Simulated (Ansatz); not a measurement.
Band structure of MnCo (Pm-3m, 2 atoms in the cell).

```xyz
2
Lattice="2.8536 0.0000 0.0000 0.0000 2.8536 0.0000 0.0000 0.0000 2.8536" Properties=species:S:1:pos:R:3 pbc="T T T"
Mn     0.0000     0.0000     0.0000
Co     1.4268     1.4268     1.4268
```
Moments meant for the start (each program seeds them in its own way; μB, in the order of the atoms Mn Co): 4.0 3.0.

Method: PBEsol, default PAW files made with PBE (plane waves; Ansatz, a quantum-chemistry and plane-wave program).

Settings: kpoints.mp_grid.grid = 12 12 12; hamiltonian.xc = pbesol; hamiltonian.pseudopotentials = {kind: paw} (the program's default PAW files); magnetization.spin_polarized = true; scf.occupations.method = gaussian; scf.occupations.width = 0.272 eV; kpoints.band_path.npoints = 8.

The starting cell comes from a database of computed structures (which also holds hypothetical and non-ambient phases and stackings), without a prior relaxation at this level. The magnetic order is the one reached from the typed start; others were not searched systematically.

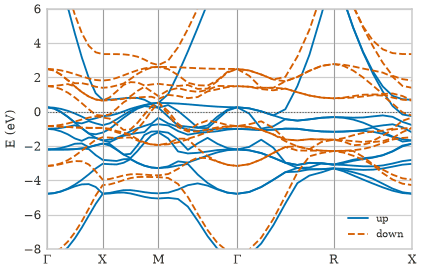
Fig. 1. Bands along the path, energies from the Fermi level.

Levels in eV from the Fermi level, bands 15 to 22 of the first spin channel:
```tsv
point	15	16	17	18	19	20	21	22
Γ	-1.01	-1.01	0.25	0.25	0.25	9.40	9.40	9.40
X	-1.68	-1.68	-1.22	-0.79	-0.27	0.69	16.34	16.34
M	-0.74	-0.36	0.23	0.23	0.51	0.51	6.97	7.28
R	-1.17	-1.17	-0.32	-0.32	8.19	8.19	8.19	8.52
```

Bands cross the Fermi level along this path, so the cell is metallic at this level.

The net moment of the cell came out as 4.02 μB.

Keys are those of Ansatz 0.2.
